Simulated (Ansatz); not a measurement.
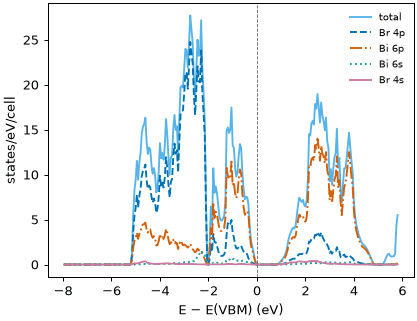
*Total and projected density of states of BiBr in space group C2/m (No. 12; Pearson symbol mS32), plane-wave PAW r²SCAN+D4 (Ansatz code)*

Problem. Which orbitals carry the states next to the gap?

Solution. Top 1 eV of the valence band: Bi 6p 76 %, Br 4p 18 %. Bottom 1 eV of the conduction band: Bi 6p 75 %, Br 4p 15 %, Br 4s 6 %. Projections are on Löwdin-orthogonalised atomic valence shells; empty p or d shells of many metals are not among them.

Problem. Where is the tallest occupied peak in this window, and what makes it?

Solution. Near -2.8 eV, about 28 states/eV per cell; the largest projected share is Br 4p.

The first step of the workflow began from a Materials Project structure, measured or hypothetical; the Crystallography Open Database files this formula in space group No. 12, but the cells were not matched. Its standing as an ambient phase is unchecked. Symmetry was held in the r²SCAN+D4 relaxation; its stability against distortions is not shown here. Scalar-relativistic: spin–orbit coupling is off unless named, which matters more the heavier the elements.

Potentials: the later of the program's two PAW sets.
